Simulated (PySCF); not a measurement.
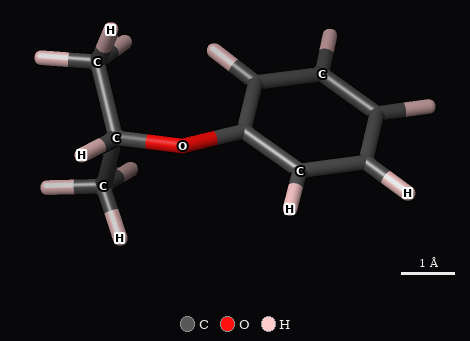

**Figure 1.** The starting structure (stick view, seen at a tilt).

Run report: C9H12O, geometry relaxation (part 1 of 2)

The run: geometry relaxation of C9H12O, SMILES CC(C)Oc1ccccc1. Method and program: PBE0-D3(BJ)/def2-SVP geometry optimisation from a GFN2-xTB Hessian, gas phase (PySCF 2.14.0).

## What the program printed
```
step      E/eV     max force
  0    -11554.14090   0.8371
  1    -11554.23633   0.3505
  2    -11554.26229   0.2033
  3    -11554.26826   0.1791
  4    -11554.27316   0.1238
  5    -11554.27386   0.1596
  6    -11554.27750   0.0497
  7    -11554.27849   0.1252
  8    -11554.28031   0.0372
  9    -11554.28198   0.0469
 10    -11554.28383   0.0828
 11    -11554.28501   0.1122
 12    -11554.28616   0.0801
 13    -11554.28504   0.1139
 14    -11554.28667   0.0593
 15    -11554.28700   0.0494
 16    -11554.28697   0.0582
 17    -11554.28755   0.0503
 18    -11554.28781   0.0204
```

## Trajectory as extended XYZ (Å, eV, eV/Å), 19 frames, from step=0 to step=18
```
22
Properties=species:S:1:pos:R:3:forces:R:3 step=0 energy=-11554.14090
C    -2.0346   -0.0071   -1.5038    0.1570  -0.0610   0.8200
C    -1.9684    0.2325    0.0059    0.1020   0.3460  -0.1190
C    -1.8258    1.7117    0.3697   -0.1680  -0.7010  -0.0430
O    -1.0285   -0.6033    0.6676    0.3240   0.1720  -0.0540
C     0.3182   -0.5578    0.4766   -0.6170  -0.5320  -0.1000
C     0.9613   -1.7787    0.7065   -0.0760   0.1260   0.0430
C     2.3254   -1.9014    0.5569    0.0370   0.0200   0.0600
C     3.0864   -0.8079    0.1732    0.1470   0.0100  -0.0210
C     2.4587    0.4006   -0.0556    0.0660  -0.0580   0.0050
C     1.0872    0.5346    0.0922   -0.1760   0.2090  -0.0820
H    -2.9391    0.4482   -1.8989   -0.3560   0.2000  -0.1980
H    -1.1808    0.4140   -2.0254    0.4440   0.2060  -0.2210
H    -2.0660   -1.0759   -1.7025   -0.0430  -0.4060  -0.1150
H    -2.9124   -0.1259    0.4404   -0.0990   0.0290  -0.0020
H    -0.9698    2.1739   -0.1121    0.1190   0.2690  -0.2320
H    -2.7227    2.2438    0.0633   -0.3610   0.2640  -0.1160
H    -1.7106    1.8127    1.4464    0.0290   0.0930   0.4240
H     0.3548   -2.6200    1.0044   -0.3000  -0.3520   0.1060
H     2.7994   -2.8544    0.7403    0.1950  -0.4230   0.0760
H     4.1553   -0.8996    0.0549    0.4710  -0.0400  -0.0580
H     3.0384    1.2621   -0.3551    0.2320   0.3650  -0.1240
H     0.6457    1.4983   -0.0981   -0.1280   0.2620  -0.0500
22
Properties=species:S:1:pos:R:3:forces:R:3 step=1 energy=-11554.23633
C    -1.9422    0.0084   -1.4851    0.0150   0.0430   0.3310
C    -1.9634    0.2482    0.0209    0.0260   0.1320  -0.0520
C    -1.8797    1.7238    0.4057   -0.0490  -0.2850  -0.0650
O    -1.0317   -0.5743    0.7161    0.1970   0.0780  -0.0830
C     0.3034   -0.5757    0.4709   -0.3190  -0.1450   0.0070
C     0.9494   -1.7917    0.7217   -0.0800   0.0260   0.0260
C     2.3185   -1.9115    0.5612    0.0510  -0.0200   0.0370
C     3.0764   -0.8217    0.1450    0.0940  -0.0100  -0.0170
C     2.4393    0.3821   -0.1153    0.0470   0.0060  -0.0180
C     1.0642    0.5141    0.0408   -0.1130   0.0380  -0.0330
H    -2.8228    0.4729   -1.9452   -0.0690   0.0710  -0.0610
H    -1.0467    0.4251   -1.9591    0.1510   0.0650  -0.0470
H    -1.9717   -1.0658   -1.6925   -0.0150  -0.1730  -0.0470
H    -2.9211   -0.1332    0.4103   -0.0040   0.0190  -0.0330
H    -1.0476    2.2426   -0.0805   -0.0150   0.1090  -0.0800
H    -2.8059    2.2301    0.1135   -0.1410   0.0910  -0.0420
H    -1.7594    1.8220    1.4886   -0.0010   0.0270   0.1990
H     0.3429   -2.6325    1.0463   -0.1260  -0.1410   0.0590
H     2.7993   -2.8658    0.7627    0.0870  -0.1750   0.0390
H     4.1524   -0.9118    0.0264    0.2070  -0.0200  -0.0360
H     3.0175    1.2444   -0.4400    0.0920   0.1450  -0.0670
H     0.6009    1.4706   -0.1657   -0.0360   0.1200  -0.0190
22
Properties=species:S:1:pos:R:3:forces:R:3 step=2 energy=-11554.26229
C    -1.8661    0.0184   -1.4761    0.0100   0.1620   0.0500
C    -1.9600    0.2515    0.0285   -0.0260   0.0940  -0.0680
C    -1.9274    1.7259    0.4268   -0.0160  -0.1110  -0.0770
O    -1.0339   -0.5533    0.7555    0.0720   0.0710  -0.0760
C     0.2949   -0.5745    0.4918   -0.1050  -0.0530  -0.0090
C     0.9416   -1.7901    0.7516   -0.0210   0.0140   0.0230
C     2.3105   -1.9165    0.5615    0.0370   0.0320  -0.0050
C     3.0644   -0.8359    0.1012    0.0150  -0.0550   0.0180
C     2.4248    0.3700   -0.1607   -0.0070   0.0120  -0.0140
C     1.0512    0.5099    0.0303   -0.0320  -0.0170   0.0140
H    -2.6985    0.5322   -1.9924    0.1600  -0.0730   0.1020
H    -0.9145    0.3939   -1.8956   -0.1740  -0.0560   0.0780
H    -1.9368   -1.0563   -1.6927    0.0100  -0.0300  -0.0350
H    -2.9273   -0.1523    0.3764    0.0810   0.0290  -0.0480
H    -1.1114    2.2846   -0.0543   -0.0780   0.0040   0.0040
H    -2.8729    2.2061    0.1352   -0.0130   0.0120  -0.0130
H    -1.8171    1.8213    1.5145   -0.0050  -0.0010   0.0760
H     0.3358   -2.6249    1.1058   -0.0250  -0.0280   0.0130
H     2.7938   -2.8721    0.7697    0.0370  -0.0630   0.0160
H     4.1397   -0.9342   -0.0491    0.0620  -0.0150  -0.0090
H     3.0004    1.2277   -0.5144    0.0130   0.0290  -0.0210
H     0.5810    1.4688   -0.1668    0.0050   0.0410  -0.0170
22
Properties=species:S:1:pos:R:3:forces:R:3 step=3 energy=-11554.26826
C    -1.8354    0.0496   -1.4732    0.0400  -0.0820   0.0150
C    -1.9547    0.2628    0.0284   -0.0730  -0.0750   0.0350
C    -1.9705    1.7298    0.4523    0.0400   0.0390  -0.0280
O    -1.0227   -0.5335    0.7575   -0.0350   0.0470   0.0240
C     0.2996   -0.5767    0.4847    0.1020   0.0620  -0.0210
C     0.9410   -1.7909    0.7754    0.0050   0.0050  -0.0050
C     2.3119   -1.9291    0.5827    0.0410   0.0580  -0.0350
C     3.0713   -0.8618    0.0892   -0.0640  -0.0450   0.0260
C     2.4347    0.3441   -0.2017    0.0010  -0.0170  -0.0040
C     1.0599    0.4961   -0.0080   -0.0060  -0.0800   0.0320
H    -2.7151    0.4717   -1.9764   -0.0370   0.0750  -0.0510
H    -0.9369    0.5287   -1.8893   -0.0170  -0.0110  -0.0130
H    -1.7915   -1.0271   -1.7159   -0.0080   0.1490   0.0990
H    -2.9177   -0.1708    0.3549    0.1010   0.0400  -0.0430
H    -1.1469    2.3200    0.0140   -0.1310  -0.0920   0.0570
H    -2.9164    2.1951    0.1268    0.0800  -0.0380   0.0130
H    -1.9103    1.8168    1.5500   -0.0080  -0.0550  -0.1060
H     0.3282   -2.6161    1.1531    0.0720   0.0930  -0.0320
H     2.7918   -2.8865    0.8130   -0.0230   0.0830  -0.0150
H     4.1488   -0.9703   -0.0659   -0.0730  -0.0010   0.0160
H     3.0149    1.1938   -0.5798   -0.0600  -0.0940   0.0270
H     0.5881    1.4548   -0.2249    0.0520  -0.0620   0.0080
22
Properties=species:S:1:pos:R:3:forces:R:3 step=4 energy=-11554.27316
C    -1.8619    0.0649   -1.4804   -0.0370  -0.0480  -0.0650
C    -1.9574    0.2561    0.0201   -0.0290   0.0440   0.0580
C    -1.9669    1.7149    0.4592    0.0360   0.0420   0.0240
O    -1.0182   -0.5481    0.7275   -0.0690  -0.0270   0.0500
C     0.3047   -0.5820    0.4653    0.1210   0.0260   0.0000
C     0.9525   -1.7881    0.7777   -0.0230   0.0250  -0.0210
C     2.3254   -1.9206    0.6043    0.0240   0.0050  -0.0020
C     3.0828   -0.8547    0.1112   -0.0550   0.0480  -0.0220
C     2.4402    0.3424   -0.2050    0.0560  -0.0610   0.0130
C     1.0631    0.4885   -0.0318   -0.0230  -0.0310   0.0020
H    -2.7024    0.5713   -1.9756   -0.0330   0.0170  -0.0100
H    -0.9318    0.4728   -1.8978    0.0580   0.0110  -0.0020
H    -1.9116   -1.0054   -1.7282    0.0210   0.0060  -0.0250
H    -2.9125   -0.1803    0.3529   -0.0130   0.0030  -0.0080
H    -1.1540    2.3072    0.0118   -0.0360  -0.0300   0.0400
H    -2.9153    2.1860    0.1560    0.0230  -0.0340   0.0050
H    -1.8875    1.7843    1.5551    0.0020  -0.0100  -0.0490
H     0.3425   -2.6129    1.1560    0.0280   0.0540  -0.0080
H     2.8089   -2.8720    0.8520   -0.0320   0.0860  -0.0150
H     4.1621   -0.9574   -0.0254   -0.0300   0.0070   0.0010
H     3.0172    1.1910   -0.5864   -0.0230  -0.0620   0.0120
H     0.5921    1.4423   -0.2718    0.0320  -0.0710   0.0210
22
Properties=species:S:1:pos:R:3:forces:R:3 step=5 energy=-11554.27386
C    -1.8187    0.0698   -1.4781   -0.0370   0.1550   0.0090
C    -1.9592    0.2541    0.0269    0.0110   0.0530  -0.0040
C    -1.9891    1.7102    0.4769    0.0110  -0.0620   0.0520
O    -1.0244   -0.5333    0.7632    0.0690   0.0000  -0.1030
C     0.2998   -0.5741    0.4823   -0.0320   0.0450   0.0290
C     0.9479   -1.7766    0.7973   -0.0010  -0.0120   0.0040
C     2.3165   -1.9158    0.6008    0.0250   0.0430  -0.0110
C     3.0701   -0.8607    0.0806   -0.0310  -0.0460   0.0170
C     2.4288    0.3329   -0.2367   -0.0090   0.0010  -0.0030
C     1.0561    0.4856   -0.0398   -0.0260  -0.0320   0.0240
H    -2.6414    0.5913   -1.9983    0.0940  -0.0660   0.0790
H    -0.8661    0.4694   -1.8648   -0.1200  -0.0470   0.0510
H    -1.8726   -0.9971   -1.7321    0.0220  -0.0500  -0.0390
H    -2.9213   -0.1930    0.3309    0.0560   0.0140  -0.0230
H    -1.1474    2.2975    0.0849   -0.0050   0.0200   0.0000
H    -2.9166    2.1825    0.1222   -0.0200   0.0310  -0.0050
H    -1.9703    1.7717    1.5772   -0.0070  -0.0300  -0.0940
H     0.3429   -2.5933    1.1978    0.0130   0.0230  -0.0030
H     2.7997   -2.8629    0.8517    0.0130  -0.0110   0.0090
H     4.1454   -0.9686   -0.0736    0.0090  -0.0120  -0.0030
H     3.0023    1.1728   -0.6389   -0.0150  -0.0230   0.0010
H     0.5897    1.4379   -0.2837   -0.0200   0.0060   0.0120
22
Properties=species:S:1:pos:R:3:forces:R:3 step=6 energy=-11554.27750
C    -1.8353    0.0841   -1.4897    0.0300   0.0150   0.0330
C    -1.9588    0.2538    0.0170    0.0160  -0.0040  -0.0430
C    -1.9773    1.7041    0.4789    0.0030  -0.0160  -0.0410
O    -1.0255   -0.5490    0.7360    0.0010  -0.0130  -0.0090
C     0.3003   -0.5806    0.4763    0.0040   0.0030  -0.0130
C     0.9517   -1.7781    0.8066   -0.0110   0.0040   0.0110
C     2.3215   -1.9137    0.6200    0.0270   0.0310  -0.0160
C     3.0726   -0.8609    0.0914   -0.0150  -0.0390   0.0230
C     2.4286    0.3283   -0.2358    0.0010   0.0050  -0.0080
C     1.0547    0.4788   -0.0452   -0.0020  -0.0190   0.0080
H    -2.6774    0.5845   -1.9900   -0.0060   0.0080   0.0020
H    -0.9021    0.5132   -1.8850   -0.0390  -0.0120   0.0180
H    -1.8603   -0.9821   -1.7575    0.0030  -0.0020   0.0030
H    -2.9187   -0.1915    0.3254    0.0130   0.0020  -0.0080
H    -1.1548    2.3009    0.0617    0.0230   0.0100   0.0070
H    -2.9169    2.1801    0.1634   -0.0340   0.0090  -0.0060
H    -1.9199    1.7506    1.5744   -0.0040   0.0070   0.0490
H     0.3476   -2.5928    1.2114    0.0050   0.0120  -0.0040
H     2.8075   -2.8564    0.8839    0.0050   0.0020   0.0010
H     4.1485   -0.9675   -0.0604    0.0070  -0.0060   0.0010
H     3.0007    1.1663   -0.6431   -0.0070  -0.0130   0.0020
H     0.5854    1.4282   -0.2930   -0.0180   0.0160  -0.0080
22
Properties=species:S:1:pos:R:3:forces:R:3 step=7 energy=-11554.27849
C    -1.8468    0.1117   -1.4995    0.0340  -0.0650  -0.0170
C    -1.9567    0.2541    0.0086   -0.0080   0.0140   0.0310
C    -1.9825    1.6954    0.5028    0.0880   0.0290   0.0330
O    -1.0207   -0.5631    0.7049   -0.0380  -0.0160   0.0450
C     0.3052   -0.5882    0.4570    0.0820  -0.0310  -0.0210
C     0.9610   -1.7760    0.8234   -0.0540   0.0710  -0.0170
C     2.3325   -1.9100    0.6509    0.0390   0.0180  -0.0060
C     3.0818   -0.8648    0.1047   -0.0490   0.0520  -0.0180
C     2.4334    0.3143   -0.2604    0.0700  -0.0750   0.0160
C     1.0571    0.4628   -0.0882   -0.0660  -0.0030   0.0130
H    -2.7012    0.6066   -1.9811   -0.0420   0.0220  -0.0220
H    -0.9273    0.5602   -1.8997    0.0150   0.0100  -0.0070
H    -1.8583   -0.9523   -1.7847   -0.0040   0.0610   0.0210
H    -2.9129   -0.2011    0.3141    0.0000   0.0180  -0.0120
H    -1.1404    2.3034    0.1321   -0.0830  -0.0870   0.0350
H    -2.9113    2.1791    0.1639    0.0050   0.0090   0.0070
H    -1.9657    1.7194    1.6047   -0.0020  -0.0120  -0.0950
H     0.3573   -2.5845    1.2423    0.0060   0.0330  -0.0090
H     2.8212   -2.8457    0.9409   -0.0210   0.0630  -0.0160
H     4.1595   -0.9701   -0.0343    0.0080   0.0070  -0.0020
H     3.0042    1.1460   -0.6840   -0.0060  -0.0410   0.0100
H     0.5829    1.4033   -0.3719    0.0260  -0.0750   0.0320
22
Properties=species:S:1:pos:R:3:forces:R:3 step=8 energy=-11554.28031
C    -1.8453    0.1152   -1.5016    0.0090  -0.0340  -0.0120
C    -1.9575    0.2526    0.0073   -0.0030  -0.0050   0.0060
C    -1.9793    1.6919    0.5031    0.0080   0.0010   0.0170
O    -1.0242   -0.5672    0.7050   -0.0060  -0.0070   0.0140
C     0.3031   -0.5903    0.4581    0.0200  -0.0230   0.0020
C     0.9611   -1.7742    0.8271   -0.0210   0.0250  -0.0050
C     2.3327   -1.9065    0.6538    0.0090  -0.0020   0.0040
C     3.0803   -0.8639    0.1025   -0.0140   0.0240  -0.0080
C     2.4301    0.3121   -0.2626    0.0250  -0.0260   0.0040
C     1.0538    0.4598   -0.0867   -0.0160   0.0020  -0.0030
H    -2.7001    0.6128   -1.9823   -0.0130   0.0030  -0.0060
H    -0.9255    0.5656   -1.8992    0.0140   0.0070  -0.0060
H    -1.8568   -0.9469   -1.7904   -0.0040   0.0350   0.0120
H    -2.9156   -0.2003    0.3087   -0.0070   0.0030  -0.0020
H    -1.1394    2.2944    0.1285   -0.0030  -0.0130   0.0070
H    -2.9084    2.1791    0.1703    0.0070   0.0040   0.0050
H    -1.9562    1.7132    1.6030   -0.0030  -0.0030  -0.0270
H     0.3592   -2.5813    1.2498   -0.0010   0.0090  -0.0020
H     2.8231   -2.8390    0.9472   -0.0090   0.0250  -0.0060
H     4.1580   -0.9683   -0.0387    0.0030   0.0040  -0.0010
H     2.9992    1.1422   -0.6894    0.0010  -0.0100   0.0010
H     0.5797    1.3992   -0.3669    0.0030  -0.0180   0.0040
22
Properties=species:S:1:pos:R:3:forces:R:3 step=9 energy=-11554.28198
C    -1.8473    0.1400   -1.5149   -0.0040  -0.0060   0.0240
C    -1.9589    0.2489   -0.0017    0.0050   0.0020  -0.0270
C    -1.9731    1.6777    0.5234   -0.0100  -0.0250  -0.0070
O    -1.0299   -0.5864    0.6836    0.0100  -0.0010  -0.0130
C     0.2998   -0.5999    0.4482    0.0100  -0.0280   0.0010
C     0.9655   -1.7700    0.8480   -0.0320   0.0340  -0.0040
C     2.3385   -1.8963    0.6827    0.0180   0.0080  -0.0090
C     3.0807   -0.8616    0.1088   -0.0240   0.0220   0.0020
C     2.4235    0.3012   -0.2847    0.0270  -0.0310   0.0030
C     1.0454    0.4433   -0.1171   -0.0170  -0.0020   0.0070
H    -2.7064    0.6425   -1.9845    0.0070  -0.0090   0.0070
H    -0.9305    0.6019   -1.9075   -0.0090  -0.0070   0.0000
H    -1.8557   -0.9166   -1.8214   -0.0030   0.0180   0.0000
H    -2.9195   -0.2060    0.2890    0.0010   0.0040   0.0000
H    -1.1275    2.2803    0.1661    0.0360   0.0080  -0.0010
H    -2.8954    2.1809    0.1972   -0.0130   0.0010   0.0010
H    -1.9542    1.6734    1.6223   -0.0040   0.0080   0.0130
H     0.3683   -2.5715    1.2876   -0.0020   0.0110  -0.0050
H     2.8344   -2.8182    0.9994   -0.0090   0.0250  -0.0050
H     4.1592   -0.9619   -0.0268    0.0080   0.0040  -0.0020
H     2.9878    1.1252   -0.7295    0.0010  -0.0120   0.0050
H     0.5675    1.3732   -0.4215    0.0020  -0.0230   0.0080
22
Properties=species:S:1:pos:R:3:forces:R:3 step=10 energy=-11554.28383
C    -1.8681    0.1786   -1.5354   -0.0380   0.0390   0.0320
C    -1.9611    0.2437   -0.0174    0.0570   0.0040  -0.0160
C    -1.9582    1.6543    0.5551    0.0240   0.0250   0.0400
O    -1.0359   -0.6218    0.6369    0.0240   0.0320  -0.0520
C     0.2980   -0.6167    0.4236   -0.0160  -0.0610   0.0280
C     0.9758   -1.7620    0.8741   -0.0260   0.0350  -0.0060
C     2.3521   -1.8770    0.7294   -0.0120  -0.0190   0.0000
C     3.0881   -0.8558    0.1254   -0.0100   0.0450  -0.0030
C     2.4202    0.2831   -0.3157    0.0000  -0.0290   0.0060
C     1.0378    0.4148   -0.1684    0.0180   0.0170  -0.0090
H    -2.7400    0.6878   -1.9774    0.0540  -0.0370   0.0250
H    -0.9619    0.6564   -1.9322   -0.0060  -0.0010   0.0020
H    -1.8750   -0.8689   -1.8686   -0.0080  -0.0110  -0.0140
H    -2.9237   -0.2102    0.2648   -0.0180  -0.0100   0.0160
H    -1.0809    2.2480    0.2553   -0.0460  -0.0500   0.0060
H    -2.8564    2.1907    0.2097    0.0340  -0.0100   0.0320
H    -1.9813    1.6122    1.6560   -0.0110   0.0130  -0.0810
H     0.3842   -2.5537    1.3372   -0.0110  -0.0050   0.0010
H     2.8563   -2.7797    1.0863   -0.0200   0.0250  -0.0070
H     4.1695   -0.9480    0.0048   -0.0050   0.0110  -0.0030
H     2.9783    1.0968   -0.7849    0.0130   0.0090  -0.0010
H     0.5544    1.3278   -0.5120    0.0020  -0.0210   0.0010
```
